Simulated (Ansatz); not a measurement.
Torsion H3–B1–P2–H5 in BH4P (SMILES BP); at each angle all else is relaxed with GFN2-xTB, and the levels are single points there.
Geometry at 150° (charge 0, multiplicity 1):
```tsv
atom	x (Å)	y (Å)	z (Å)
B	-0.8816	0.0194	-0.0171
P	0.8974	0.0290	-0.4850
H	-1.5663	0.9052	-0.3536
H	-1.3541	-0.9492	0.4354
H	1.5176	-0.6489	0.5425
H	1.3281	1.2922	-0.1437
```
Energies count from the point at 150°.

Correlated levels freeze the cores. CBS: X⁻³ extrapolation of the correlation energy, Hartree–Fock from the larger set.

Codes used: Ansatz (an electronic-structure program) with Gaussian orbitals. Values without a source in brackets are computed.

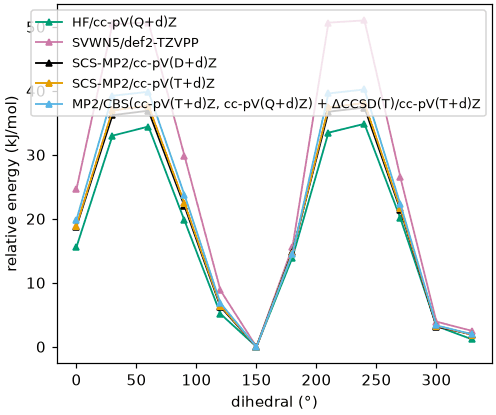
*Relative energy along the coordinate*

Task: Read off the SVWN5/def2-TZVPP curve at dihedral = 0.

Result: about 25 kJ/mol
